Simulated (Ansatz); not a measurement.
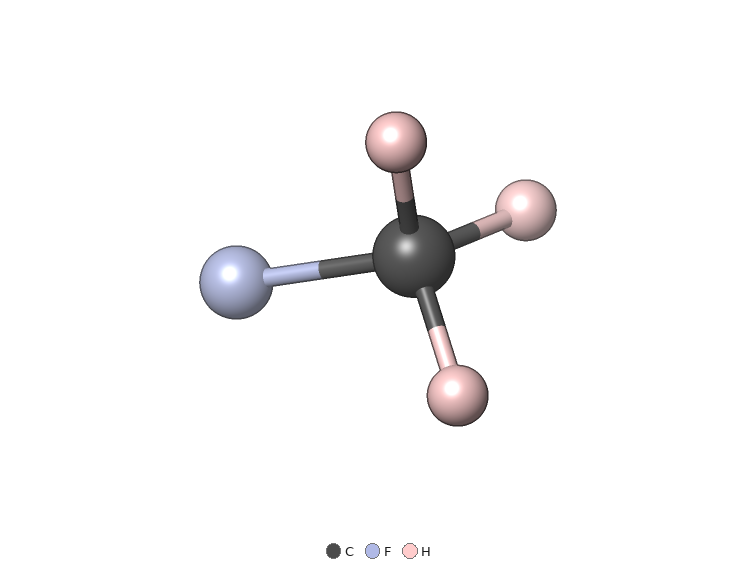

A ball-and-stick model of a molecule.

The computed structure is the end point of a PBE0-D4/def2-TZVP optimisation. No frequency run is at hand to confirm it as a minimum.

What is the molecular formula?

CH₃F, 5 atoms: 1 carbon, 3 hydrogen and 1 fluorine.

What is the point group of this geometry?

C3v.

How many sets of symmetry-equivalent atoms are there?

3: 1 C, 1 F, 3 H.

More results for the same structure follow; atom numbers are the same in all pictures, views and colours differ.

**Geometry**

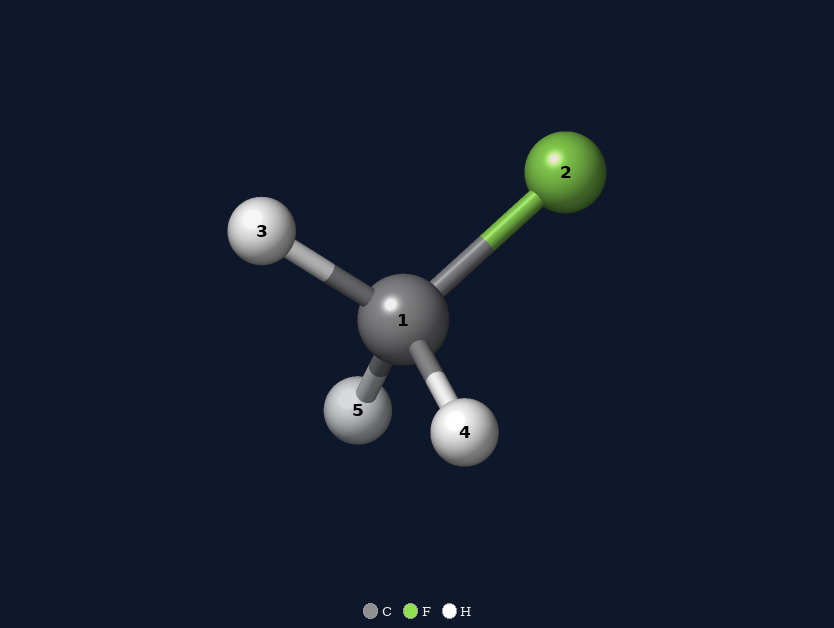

Numbered structure. No frequency run is at hand to confirm it as a minimum.

What are the angles F2–C1–H3, H3–C1–H4?

| angle | degrees |
| --- | --- |
| F2–C1–H3 | 109.1 |
| H3–C1–H4 | 109.9 |

**Dipole moment**

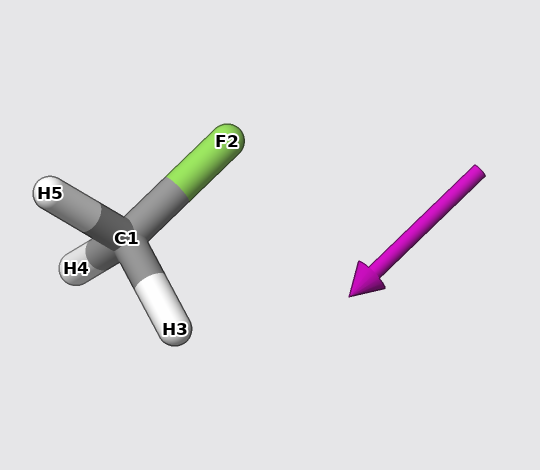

The arrow beside the molecule shows the direction of the dipole moment, from the negative to the positive end (its length means nothing). No frequency run is at hand to confirm it as a minimum. Level of theory: RKS PBE0-D4/def2-TZVP (Ansatz 0.2.0).

How large is the dipole moment?

1.79 D; it points from the side of F2 to the side of H3, H4, H5 (the outermost atoms at the two ends).

**Electronic properties**

No frequency run is at hand to confirm it as a minimum. Method: RKS PBE0-D4/def2-TZVPPD (Ansatz 0.2.0).

Predict the main results.

- HOMO energy (Kohn–Sham orbital): −9.88 eV
- LUMO energy (Kohn–Sham orbital): 0.50 eV
- HOMO–LUMO gap: 10.38 eV

**Charges**

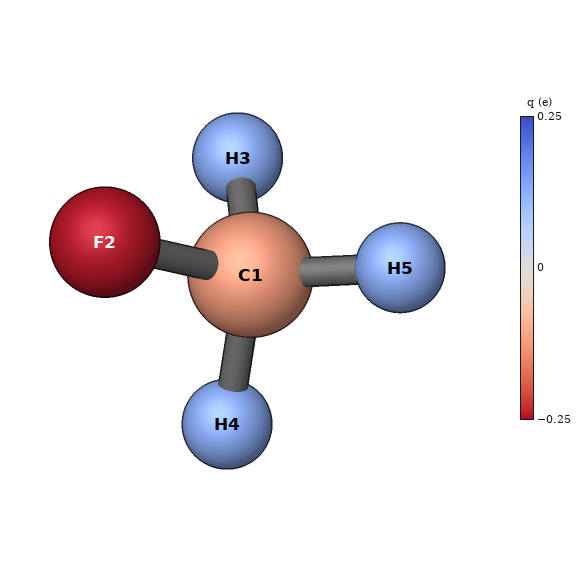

Atoms are coloured by their Mulliken charges. No frequency run is at hand to confirm it as a minimum. Level of theory: RKS PBE0-D4/def2-TZVP (Ansatz 0.2.0).

Give the Mulliken charges atom by atom.

```json
{"atom": "C1", "value (e)": "−0.12"}
{"atom": "F2", "value (e)": "−0.24"}
{"atom": "H3", "value (e)": "0.12"}
{"atom": "H4", "value (e)": "0.12"}
{"atom": "H5", "value (e)": "0.12"}
```

Mulliken values depend strongly on the basis set and can even reverse the polarity of a bond.
